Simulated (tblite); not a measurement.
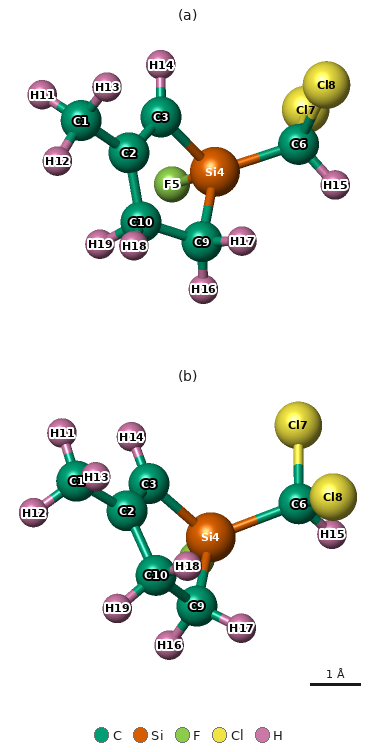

The structure of C$_{6}$H$_{9}$Cl$_{2}$FSi before (top) and after (bottom) a relaxation, at one scale.

Style: ball-and-stick. Shown from a free direction.

Computed with GFN2-xTB geometry optimisation, gas phase (tblite 0.8.0). 

Question: Summarise the run.

Answer: Over 137 geometry steps the energy falls by 82.0 kJ/mol. H18 moves most after the best rigid fit: 1.39 Å. By element the largest moves are H 1.39 Å, Cl 1.26 Å, F 0.62 Å, C 0.52 Å, Si 0.18 Å. Near-neighbour distances that change, for instance: Si4–C6 1.810 → 1.924 Å, Si4–F5 1.703 → 1.625 Å, C2–C10 1.432 → 1.505 Å, C9–C10 1.469 → 1.539 Å. Bond angles that change, for instance: F5–Si4–C6 115.2° → 102.0°, C3–Si4–F5 104.6° → 117.3°, C2–C3–H14 130.2° → 121.6°. Groups turn about C1–C2 by about 60°, C9–C10 by about 55°, Si4–C6 by about 50°. The run took 2.8 s on 1 thread of Arm Neoverse N1 (shared host).
